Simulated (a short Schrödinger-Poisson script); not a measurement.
Structure: gated Al0.33Ga0.67N/GaN polarisation-induced gas, at 300 K.

| layer | material | thickness (nm) | Na (cm⁻³) |
|---|---|---|---|
| 1 | Al0.33Ga0.67N | 30 | - |
| 2 | GaN | 6000 | 1e14 |

The device is made up for the run: typed textbook-type constants, with dimensions and the other settings drawn at random. Al0.33Ga0.67N: permittivity 9.3, conduction-band edge (eV) 0.462, gap (eV) 4.09, electron mass (mₑ) 0.24, Nv at 300 K (cm⁻³) 4.6e19. GaN: permittivity 9.5, conduction-band edge (eV) 0, gap (eV) 3.43, Nv at 300 K (cm⁻³) 4.6e19.

Channel valleys (confinement mass, in-plane density-of-states mass, number): Γ 0.2, 0.2, 1. At the gate the conduction-band edge of layer 1 lies 1.27 eV − eVg above the Fermi level of the channel; the field vanishes at the back. Sheet of polarisation charge: +1.6e13 e/cm² at 30 nm from the gate. The barrier under the gate holds no holes. Gaps are held at their typed values at every temperature. Mesh 0.08 nm at interfaces.

Solved with a short Schrödinger-Poisson script written for these runs: 1D Poisson equation in equilibrium, electrons quantum, Hartree plus LDA exchange-correlation (BenDaniel-Duke, 40 states a valley, the channel's in-plane mass for all, wave functions free to enter the barrier), parabolic valleys, classical holes, full ionisation, no traps, pinning or gate leakage.

Only gate voltages with over 1e8 electrons/cm² are shown.

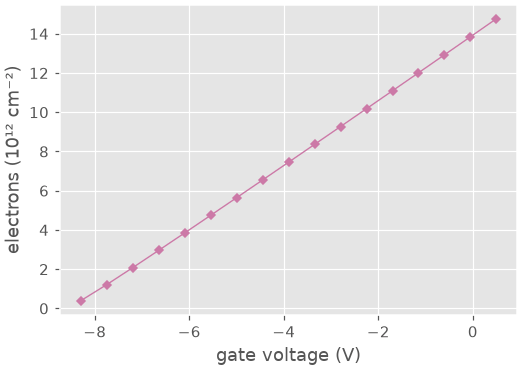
Sheet density against gate voltage

```csv
Vg (V),electrons (cm⁻²),in the channel layer,C (μF/cm²),Γ E0 (meV),Γ E1 (meV)
0.5,1.48e13,1.33e13,0.269,-154.7,3.0
-0.6,1.29e13,1.19e13,0.268,-136.2,9.9
-1.7,1.11e13,1.04e13,0.266,-117.1,16.6
-2.8,9.27e12,8.78e12,0.265,-97.4,23.3
-3.9,7.45e12,7.14e12,0.264,-77.1,30.1
-5,5.64e12,5.47e12,0.263,-55.8,37.1
-6.1,3.84e12,3.77e12,0.260,-32.3,44.9
-7.2,2.07e12,2.05e12,0.255,-3.0,55.6
-8.3,3.87e11,3.86e11,0.223,59.4,88.1
```

Subbands count from the Fermi level.
